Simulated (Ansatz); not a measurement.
Run report: SiAsNH$_{8}$O, geometry relaxation (part 3 of 3)

Continued. System: SiAsNH$_{8}$O. Method: RKS PBE0-D4/def2-TZVP (Ansatz 0.2.0). The geometry is a transition state displaced along its imaginary mode. The reaction was set up to form Si1–As7 and N2–H6 and to break Si1–N2 and H6–As7 (atoms counted from 1 in the order of the input); sticks are drawn by distance alone.

Geometry of the input (Å):
```
Si -0.4458  -1.0315  -0.0626
N  0.4197  0.1243  1.2664
H  0.5885  -1.7261  -0.8684
H  -0.7633  -2.0582  1.0131
O  -2.0009  -0.6546  -0.4414
H  0.7056  0.7651  0.7950
As 0.3059  1.1652  -1.8396
H  -0.2798  0.4629  1.9429
H  1.1471  -0.3691  1.8051
H  -1.9724  0.0300  -1.1218
H  1.8169  0.8837  -1.6792
H  0.4785  2.4085  -0.8095
```

## Trajectory as extended XYZ, continued
```
12
Properties=species:S:1:pos:R:3:forces:R:3 step=39 energy=-72375.00027
Si   -0.8058   -0.5713   -0.4079   -0.0182  -0.0215  -0.0752
N     1.3366   -0.1358    1.4563    0.0046   0.0247   0.0555
H     0.1578   -1.6997   -0.4723   -0.0096  -0.0161   0.0054
H    -1.3355   -0.3124    0.9469    0.0132   0.0175  -0.0035
O    -2.1829   -0.9923   -1.2456    0.0064  -0.0108   0.0032
H     2.2873   -0.1764    1.1070   -0.0314  -0.0001   0.0129
As    0.0453    1.2764   -1.6388    0.0190   0.1280   0.2673
H     1.2170    0.7650    1.9073    0.0158  -0.0605  -0.0225
H     1.2462   -0.8477    2.1734    0.0098   0.0441  -0.0486
H    -2.0748   -1.2076   -2.1734   -0.0064   0.0002   0.0207
H     1.1053    1.6777   -0.6139   -0.1156  -0.0127  -0.1340
H    -0.9964    2.2242   -1.0391    0.1124  -0.0927  -0.0812
12
Properties=species:S:1:pos:R:3:forces:R:3 step=40 energy=-72375.00516
Si   -0.7918   -0.5642   -0.3889    0.0020   0.0436  -0.0212
N     1.3298   -0.1495    1.4394    0.0262   0.0139   0.0137
H     0.1502   -1.7104   -0.4498   -0.0021  -0.0196   0.0026
H    -1.3260   -0.2888    0.9611    0.0107   0.0037  -0.0014
O    -2.1710   -0.9695   -1.2277   -0.0373  -0.0240  -0.0241
H     2.2780   -0.1768    1.0831   -0.0128   0.0019  -0.0021
As    0.0832    1.2703   -1.6251    0.0051   0.0199   0.1044
H     1.2126    0.7343    1.9208    0.0019  -0.0056  -0.0067
H     1.2476   -0.8836    2.1331   -0.0032  -0.0010  -0.0087
H    -2.0609   -1.2134   -2.1477   -0.0097  -0.0048   0.0003
H     1.0618    1.7429   -0.5628   -0.0127   0.0192  -0.0341
H    -1.0135    2.2089   -1.1355    0.0318  -0.0473  -0.0227
12
Properties=species:S:1:pos:R:3:forces:R:3 step=42 energy=-72375.00915
Si   -0.7914   -0.5540   -0.3823    0.0054   0.0331  -0.0037
N     1.3397   -0.1590    1.4333    0.0112  -0.0019   0.0017
H     0.1258   -1.7215   -0.4354   -0.0024  -0.0053   0.0055
H    -1.3271   -0.2648    0.9640    0.0105   0.0027   0.0077
O    -2.1730   -0.9406   -1.2271   -0.0158  -0.0269  -0.0617
H     2.2839   -0.1729    1.0668   -0.0012   0.0036  -0.0035
As    0.1259    1.2666   -1.6066    0.0025  -0.0039   0.0470
H     1.2230    0.7109    1.9391    0.0004   0.0014  -0.0060
H     1.2669   -0.9122    2.1070   -0.0020  -0.0044  -0.0020
H    -2.0588   -1.2348   -2.1325   -0.0123   0.0115   0.0345
H     1.0177    1.8029   -0.4998   -0.0274   0.0170  -0.0145
H    -1.0325    2.1795   -1.2265    0.0313  -0.0269  -0.0051
12
Properties=species:S:1:pos:R:3:forces:R:3 step=44 energy=-72375.01292
Si   -0.7848   -0.5438   -0.3612    0.0157   0.0324   0.0018
N     1.3509   -0.1767    1.4101   -0.0061  -0.0162   0.0196
H     0.0910   -1.7448   -0.4033   -0.0137   0.0157   0.0040
H    -1.3252   -0.2345    0.9793    0.0109  -0.0040   0.0099
O    -2.1663   -0.8930   -1.2235    0.0068  -0.0887  -0.1786
H     2.2922   -0.1799    1.0361    0.0037   0.0068  -0.0082
As    0.1944    1.2543   -1.5696   -0.0532   0.1647   0.1780
H     1.2337    0.6826    1.9339    0.0042  -0.0086  -0.0124
H     1.2855   -0.9443    2.0685    0.0008   0.0080  -0.0088
H    -2.0452   -1.2413   -2.1113   -0.0318   0.0630   0.1574
H     0.9254    1.8979   -0.3917   -0.1032  -0.0574  -0.1349
H    -1.0515    2.1235   -1.3673    0.1660  -0.1157  -0.0279
12
Properties=species:S:1:pos:R:3:forces:R:3 step=45 energy=-72375.01453
Si   -0.7870   -0.5365   -0.3514    0.0608  -0.0324   0.0631
N     1.3499   -0.1916    1.3976    0.0067   0.0047   0.0369
H     0.0827   -1.7422   -0.3858   -0.0339   0.0049  -0.0134
H    -1.3283   -0.2242    0.9885   -0.0009   0.0028  -0.0009
O    -2.1663   -0.8876   -1.2180    0.0443  -0.0196  -0.1371
H     2.2861   -0.1897    1.0105   -0.0032   0.0050  -0.0032
As    0.2347    1.2506   -1.5407   -0.1316   0.2197   0.1482
H     1.2346    0.6686    1.9208    0.0102  -0.0139  -0.0111
H     1.2981   -0.9581    2.0588   -0.0024   0.0141  -0.0216
H    -2.0412   -1.2405   -2.1024   -0.0296   0.0429   0.1137
H     0.8811    1.9611   -0.3495   -0.1115  -0.1233  -0.1270
H    -1.0442    2.0902   -1.4286    0.1910  -0.1049  -0.0475
12
Properties=species:S:1:pos:R:3:forces:R:3 step=47 energy=-72375.02217
Si   -0.7861   -0.5322   -0.3313    0.0185   0.0052  -0.0522
N     1.3666   -0.1894    1.3818    0.0110  -0.0251   0.0409
H     0.0571   -1.7555   -0.3699   -0.0126  -0.0110   0.0159
H    -1.3299   -0.2183    1.0073    0.0097   0.0035   0.0046
O    -2.1645   -0.8538   -1.2123    0.0190   0.0058   0.0305
H     2.2989   -0.1903    0.9841   -0.0197  -0.0011   0.0025
As    0.2896    1.2398   -1.4962   -0.1222   0.1738   0.1935
H     1.2703    0.6576    1.9299    0.0027  -0.0197  -0.0151
H     1.3099   -0.9737    2.0218    0.0088   0.0278  -0.0255
H    -2.0395   -1.2049   -2.0944   -0.0103  -0.0115  -0.0154
H     0.7517    1.9955   -0.2482   -0.0898  -0.0745  -0.1750
H    -1.0243    2.0252   -1.5727    0.1849  -0.0731  -0.0049
12
Properties=species:S:1:pos:R:3:forces:R:3 step=49 energy=-72375.03753
Si   -0.8258   -0.5275   -0.3282    0.2261   0.0021  -0.0591
N     1.4384   -0.2035    1.3668   -0.0503   0.0154   0.0156
H    -0.0187   -1.7792   -0.3637   -0.0416   0.0334  -0.0216
H    -1.3121   -0.2180    1.0270   -0.0791   0.0201   0.1058
O    -2.2104   -0.7847   -1.2053   -0.0852  -0.0282   0.0156
H     2.3721   -0.1343    0.9813    0.0176  -0.0008  -0.0226
As    0.3977    1.2365   -1.3489    0.0636  -0.0350   0.0228
H     1.2906    0.6078    1.9551    0.0177  -0.0084   0.0063
H     1.4161   -1.0204    1.9646   -0.0029  -0.0128  -0.0028
H    -2.1102   -1.1859   -2.0682   -0.0071  -0.0112  -0.0374
H     0.4156    2.0936   -0.0928   -0.0424   0.0109  -0.0413
H    -0.8532    1.9158   -1.8877   -0.0165   0.0143   0.0187
12
Properties=species:S:1:pos:R:3:forces:R:3 step=51 energy=-72375.04320
Si   -0.8131   -0.5138   -0.3104    0.1048   0.0067   0.0125
N     1.4259   -0.2088    1.3688    0.0092   0.0438   0.0501
H    -0.0040   -1.7623   -0.3524   -0.0148   0.0069  -0.0133
H    -1.3169   -0.2129    1.0458   -0.0266   0.0125   0.0189
O    -2.1977   -0.7862   -1.1865   -0.0545  -0.0144  -0.0001
H     2.3462   -0.1555    0.9469   -0.0265   0.0068   0.0062
As    0.4146    1.2484   -1.3288   -0.0357   0.0882   0.0553
H     1.3332    0.5789    2.0017    0.0180  -0.0600  -0.0525
H     1.3993   -1.0530    1.9287   -0.0088   0.0160  -0.0140
H    -2.0947   -1.1807   -2.0526   -0.0050   0.0013  -0.0175
H     0.3317    2.1598   -0.1091   -0.0031  -0.0652  -0.0594
H    -0.8243    1.8861   -1.9521    0.0429  -0.0426   0.0138
12
Properties=species:S:1:pos:R:3:forces:R:3 step=52 energy=-72375.04511
Si   -0.7968   -0.5094   -0.3002    0.0241   0.0137   0.0068
N     1.4170   -0.2065    1.3600    0.0240  -0.0079  -0.0063
H     0.0090   -1.7587   -0.3510   -0.0037  -0.0085  -0.0013
H    -1.3081   -0.2089    1.0561    0.0017  -0.0050  -0.0204
O    -2.1865   -0.7820   -1.1716   -0.0272  -0.0224  -0.0085
H     2.3350   -0.1764    0.9319   -0.0099  -0.0007  -0.0077
As    0.4227    1.2609   -1.3126    0.0094  -0.0209   0.0158
H     1.3522    0.5782    1.9965   -0.0042   0.0195   0.0099
H     1.3699   -1.0524    1.9147   -0.0051  -0.0092   0.0052
H    -2.0863   -1.1599   -2.0460   -0.0042   0.0111   0.0052
H     0.2821    2.1593   -0.0944   -0.0210   0.0246  -0.0260
H    -0.8101    1.8559   -1.9834    0.0160   0.0057   0.0273
12
Properties=species:S:1:pos:R:3:forces:R:3 step=54 energy=-72375.04682
Si   -0.7880   -0.5127   -0.2912   -0.0601  -0.0235   0.0046
N     1.4227   -0.2168    1.3603    0.0275  -0.0017  -0.0263
H     0.0189   -1.7606   -0.3641    0.0056   0.0000   0.0029
H    -1.2998   -0.2329    1.0701    0.0222  -0.0036  -0.0299
O    -2.1865   -0.7809   -1.1535    0.0226  -0.0166  -0.0433
H     2.3344   -0.2257    0.9176   -0.0202  -0.0103   0.0032
As    0.4373    1.2706   -1.2722   -0.0614   0.0968   0.0418
H     1.3883    0.5908    1.9695   -0.0037   0.0228   0.0250
H     1.3579   -1.0425    1.9429   -0.0006  -0.0014   0.0017
H    -2.0924   -1.1135   -2.0478   -0.0055   0.0291   0.0545
H     0.1708    2.2015   -0.0935    0.0249  -0.0507  -0.0605
H    -0.7637    1.8228   -2.0380    0.0488  -0.0410   0.0262
12
Properties=species:S:1:pos:R:3:forces:R:3 step=56 energy=-72375.04785
Si   -0.7907   -0.5186   -0.2920   -0.0411   0.0025  -0.0250
N     1.4289   -0.2103    1.3680    0.0006   0.0140   0.0161
H     0.0195   -1.7643   -0.3714    0.0085   0.0038   0.0129
H    -1.2994   -0.2461    1.0697    0.0087  -0.0038   0.0009
O    -2.1898   -0.7808   -1.1548    0.0300  -0.0239  -0.0473
H     2.3334   -0.2428    0.9127   -0.0043  -0.0087   0.0068
As    0.4350    1.2720   -1.2610    0.0004   0.0040   0.0104
H     1.4202    0.6028    1.9733   -0.0027  -0.0304  -0.0173
H     1.3518   -1.0313    1.9565    0.0083   0.0192  -0.0079
H    -2.0955   -1.0848   -2.0593   -0.0087   0.0270   0.0595
H     0.1451    2.2035   -0.0940   -0.0007  -0.0044  -0.0068
H    -0.7584    1.8007   -2.0479    0.0010   0.0006  -0.0025
12
Properties=species:S:1:pos:R:3:forces:R:3 step=57 energy=-72375.04810
Si   -0.7930   -0.5197   -0.2919   -0.0109  -0.0133  -0.0315
N     1.4335   -0.2117    1.3694    0.0001   0.0317   0.0324
H     0.0237   -1.7615   -0.3726   -0.0008   0.0038   0.0076
H    -1.2987   -0.2537    1.0710   -0.0011   0.0021   0.0157
O    -2.1919   -0.7843   -1.1536    0.0345  -0.0196  -0.0637
H     2.3364   -0.2606    0.9120   -0.0124  -0.0057   0.0133
As    0.4346    1.2754   -1.2511    0.0041  -0.0181   0.0011
H     1.4351    0.6095    1.9646    0.0032  -0.0532  -0.0307
H     1.3479   -1.0244    1.9685    0.0096   0.0255  -0.0130
H    -2.0973   -1.0671   -2.0653   -0.0115   0.0286   0.0747
H     0.1213    2.2093   -0.0929   -0.0082   0.0037   0.0010
H    -0.7514    1.7889   -2.0581   -0.0066   0.0144  -0.0069
12
Properties=species:S:1:pos:R:3:forces:R:3 step=59 energy=-72375.04848
Si   -0.7934   -0.5241   -0.2912    0.0062  -0.0073  -0.0244
N     1.4398   -0.2112    1.3717    0.0173   0.0188   0.0160
H     0.0298   -1.7615   -0.3729   -0.0046   0.0014   0.0005
H    -1.2946   -0.2663    1.0750   -0.0069   0.0042   0.0122
O    -2.1923   -0.7879   -1.1514    0.0228  -0.0229  -0.0653
H     2.3406   -0.2897    0.9135   -0.0302   0.0020   0.0207
As    0.4314    1.2781   -1.2407    0.0002  -0.0022   0.0052
H     1.4625    0.6190    1.9533    0.0045  -0.0401  -0.0245
H     1.3368   -1.0113    1.9849    0.0070   0.0196  -0.0110
H    -2.0984   -1.0362   -2.0731   -0.0144   0.0229   0.0713
H     0.0793    2.2118   -0.0932    0.0008   0.0047  -0.0012
H    -0.7415    1.7795   -2.0759   -0.0027  -0.0011   0.0005
12
Properties=species:S:1:pos:R:3:forces:R:3 step=61 energy=-72375.04869
Si   -0.7917   -0.5277   -0.2920    0.0096   0.0014   0.0194
N     1.4419   -0.2107    1.3749    0.0278  -0.0157  -0.0139
H     0.0364   -1.7614   -0.3760   -0.0008  -0.0029  -0.0018
H    -1.2917   -0.2765    1.0771   -0.0021   0.0014  -0.0089
O    -2.1904   -0.7929   -1.1504    0.0044  -0.0093  -0.0288
H     2.3395   -0.3136    0.9153   -0.0270   0.0059   0.0140
As    0.4280    1.2804   -1.2360   -0.0083   0.0088   0.0020
H     1.4838    0.6261    1.9438    0.0016   0.0059   0.0015
H     1.3279   -0.9989    2.0009   -0.0019   0.0045  -0.0037
H    -2.0986   -1.0103   -2.0790   -0.0124   0.0056   0.0197
H     0.0572    2.2157   -0.0952    0.0024  -0.0012  -0.0043
H    -0.7423    1.7699   -2.0833    0.0067  -0.0042   0.0049
12
Properties=species:S:1:pos:R:3:forces:R:3 step=63 energy=-72375.04875
Si   -0.7913   -0.5283   -0.2920    0.0118   0.0000   0.0071
N     1.4432   -0.2104    1.3741    0.0146  -0.0108  -0.0044
H     0.0372   -1.7616   -0.3772   -0.0006  -0.0016   0.0011
H    -1.2926   -0.2779    1.0767    0.0008   0.0004  -0.0051
O    -2.1896   -0.7938   -1.1506   -0.0067  -0.0018  -0.0024
H     2.3416   -0.3163    0.9176   -0.0155   0.0032   0.0051
As    0.4283    1.2810   -1.2340   -0.0057   0.0032   0.0004
H     1.4855    0.6278    1.9410    0.0005   0.0042   0.0018
H     1.3255   -0.9967    2.0016   -0.0012   0.0030  -0.0017
H    -2.1018   -1.0085   -2.0796   -0.0018   0.0010  -0.0012
H     0.0554    2.2169   -0.0944    0.0002  -0.0012  -0.0031
H    -0.7413    1.7680   -2.0832    0.0035   0.0004   0.0023
12
Properties=species:S:1:pos:R:3:forces:R:3 step=64 energy=-72375.04877
Si   -0.7898   -0.5297   -0.2919   -0.0005   0.0019   0.0071
N     1.4424   -0.2106    1.3742    0.0007  -0.0030   0.0027
H     0.0391   -1.7628   -0.3775    0.0007   0.0005   0.0008
H    -1.2918   -0.2793    1.0764    0.0020  -0.0012  -0.0019
O    -2.1889   -0.7959   -1.1494    0.0005   0.0000  -0.0044
H     2.3392   -0.3209    0.9163    0.0016   0.0002  -0.0031
As    0.4279    1.2816   -1.2328    0.0003   0.0027   0.0000
H     1.4885    0.6300    1.9374   -0.0010   0.0015   0.0003
H     1.3237   -0.9938    2.0053   -0.0018   0.0009  -0.0005
H    -2.1020   -1.0039   -2.0801   -0.0026   0.0001  -0.0009
H     0.0518    2.2169   -0.0940    0.0006  -0.0012  -0.0005
H    -0.7400    1.7687   -2.0840   -0.0005  -0.0024   0.0003
12
Properties=species:S:1:pos:R:3:forces:R:3 step=66 energy=-72375.04878
Si   -0.7887   -0.5306   -0.2910    0.0002   0.0018  -0.0013
N     1.4428   -0.2110    1.3743   -0.0015   0.0006   0.0043
H     0.0412   -1.7629   -0.3770   -0.0004   0.0000   0.0002
H    -1.2914   -0.2820    1.0773    0.0007  -0.0008  -0.0008
O    -2.1872   -0.7962   -1.1498   -0.0010  -0.0014  -0.0006
H     2.3383   -0.3282    0.9157    0.0021  -0.0005  -0.0024
As    0.4270    1.2826   -1.2310    0.0001  -0.0002   0.0006
H     1.4938    0.6325    1.9329   -0.0006  -0.0009  -0.0007
H     1.3208   -0.9901    2.0099   -0.0005   0.0008  -0.0007
H    -2.1013   -0.9963   -2.0823    0.0005   0.0003   0.0017
H     0.0454    2.2176   -0.0939    0.0002   0.0003  -0.0004
H    -0.7407    1.7646   -2.0853    0.0000   0.0001   0.0002
```

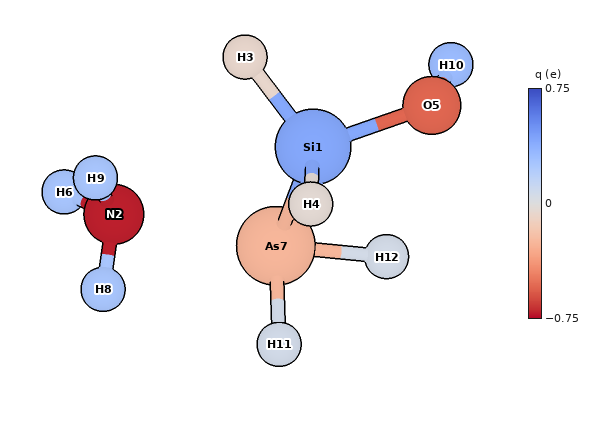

Mulliken charges, as the colour of each atom (ball-and-stick view, seen at a tilt; atoms are numbered from 1 in the order of the input). By element: Si +0.41, N −0.71, H −0.07 to +0.31, O −0.54 and As −0.25 e.
